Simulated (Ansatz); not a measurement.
The calculation's input:

```
crystal:
  periodic: [false, false, false]
  atoms:
    - {symbol: Si, position_ang: [-1.121051, -0.715478, 0.311148]}
    - {symbol: Br, position_ang: [-1.378008, -2.169417, -1.338569]}
    - {symbol: H, position_ang: [-2.460461, -0.522159, 0.909440]}
    - {symbol: H, position_ang: [-0.128211, -1.229715, 1.270036]}
    - {symbol: O, position_ang: [-0.509322, 0.706456, -0.246574]}
    - {symbol: H, position_ang: [2.681658, 1.210199, 0.558435]}
    - {symbol: O, position_ang: [2.432239, 0.727143, -0.231483]}
    - {symbol: H, position_ang: [-0.991732, 1.165535, -0.937565]}
    - {symbol: H, position_ang: [1.474789, 0.827534, -0.294969]}
basis:
  gaussian: {orbitals: def2-TZVPP}
hamiltonian: {xc: pbe0, dispersion: d4}
output: {orbitals: {seedname: orbitals}}
```

Run with:

```sh
ansatz run in.yaml --threads 4 --pin off --events-out ev --progress --plain --max-ram 9574MiB
```

The reactant side of a reaction path; geometry: PBE0-D4/def2-TZVP.

These are results of RKS PBE0-D4/def2-TZVPP in Ansatz, not measurements.

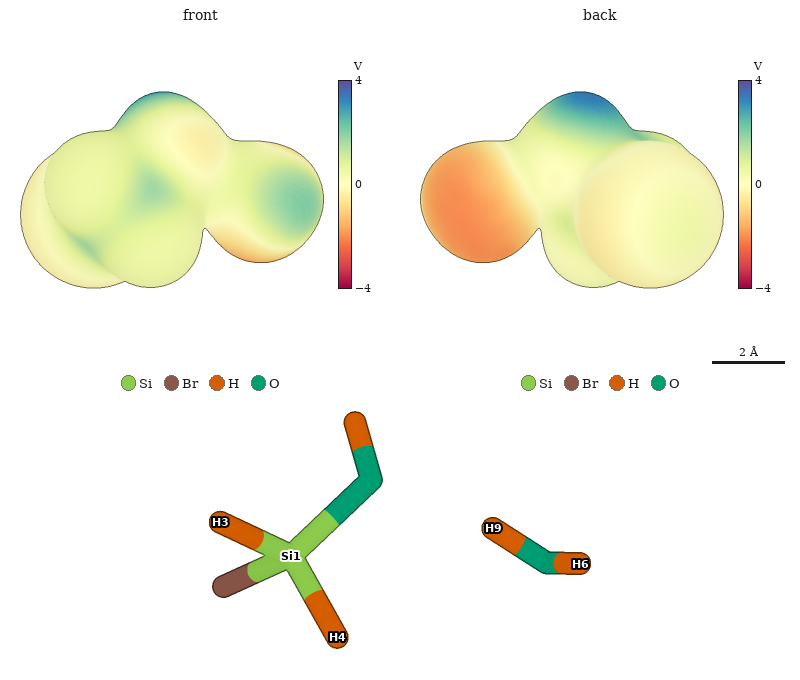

BrH₃OSi···H₂O. The molecular electrostatic potential painted on the density surface at 0.002 e/bohr³, seen from the front and from behind; the colour scale runs from red (negative) to blue (positive). The bare structure is drawn below in the same view.

Q: Where is the surface potential most negative and most positive?

A: The most negative region (about −2.0 V) lies over O7, the most positive (about +3.2 V) over H8. Br2 shows a σ-hole: about +0.4 V at the tip opposite its bond, against about −0.2 V on its flanks. O7 is the likeliest acceptor of a hydrogen bond.
